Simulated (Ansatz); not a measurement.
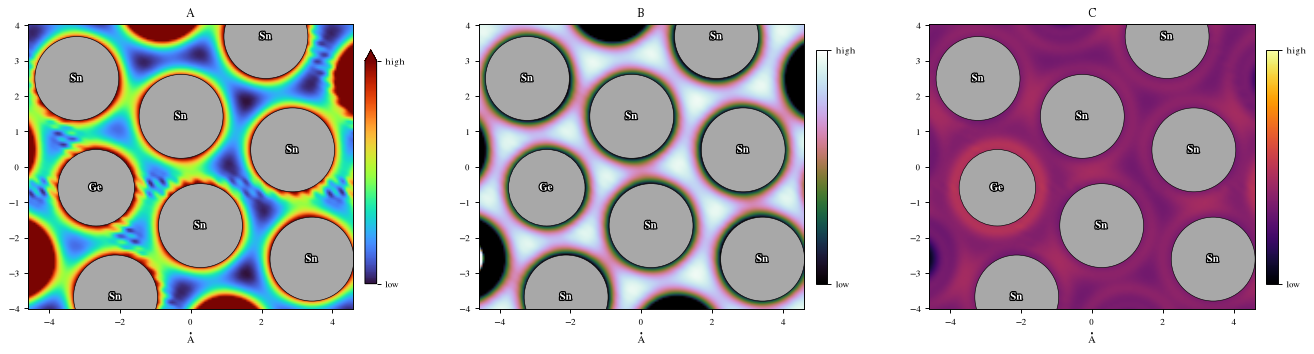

Sn6Ge: 3 fields on the (001) plane of the conventional cell, with unlabelled colour scales. Grey discs cover the atomic cores.

Space group P6/m; a generated structure, not necessarily the stable one.

The calculation used DFT PBE, scalar-relativistic, plane waves, PAW in Ansatz.

### Which field does each panel show? The fields are: electron localisation function, electrostatic potential energy of an electron and valence pseudo-density.

Panel A: valence pseudo-density. Panel B: electrostatic potential energy of an electron (low next to the atoms, rising into the space between them). Panel C: electron localisation function. From the grid: Sn–Ge (3.13 Å): ρ is about 0.18 e/Å³ halfway; the ELF is about 0.35 at the midpoint. Sn–Sn (3.13 Å): ρ is about 0.2 e/Å³ halfway; the ELF is about 0.45 at the midpoint.
